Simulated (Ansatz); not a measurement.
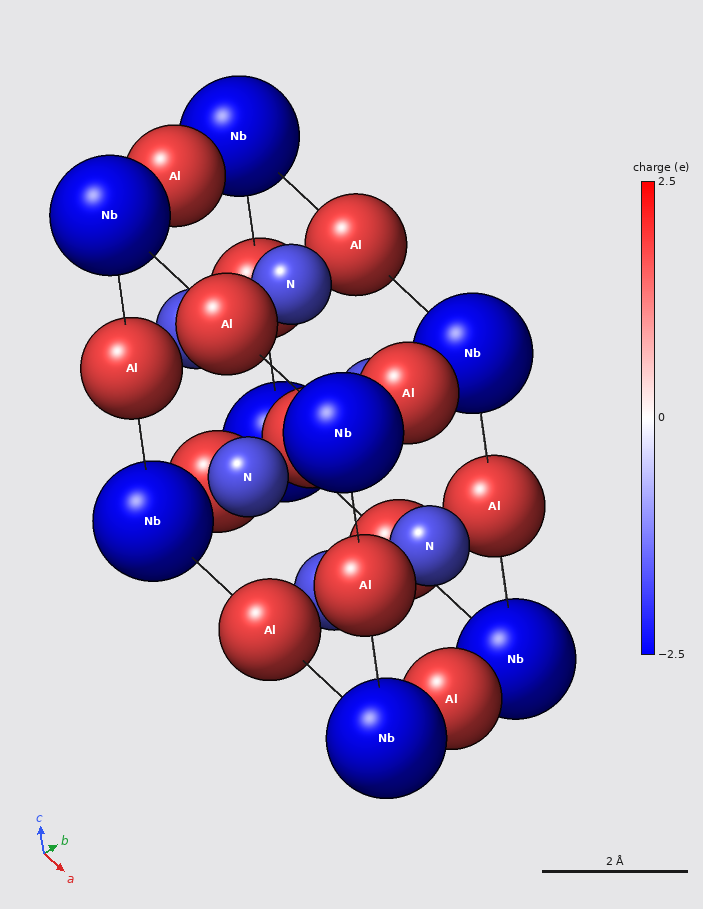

Structure drawing (spheres-only), viewed slightly off an axis. The simulation cell is drawn as a box. The atoms of this NbAl$_{4}$N$_{3}$ cell are coloured by their Bader charge.

Method used: Ansatz, DFT PBE, scalar-relativistic, plane waves, PAW. It ran with a kinetic-energy cutoff of 420 eV, 10×10×10 k-mesh, Gaussian smearing of 0.1 eV, no spin polarisation.

Describe the charge distribution among the elements.

Answer. Most positive: Al; most negative: Nb. Charges: about Nb -2.5 e; Al +1.8 e; N -1.6 e.

Its origin is a random cell made by a generator, so it need not be a real form of the compound. Earlier steps of the study may have refined or changed the cell and positions. It went into a calculation with Ansatz.
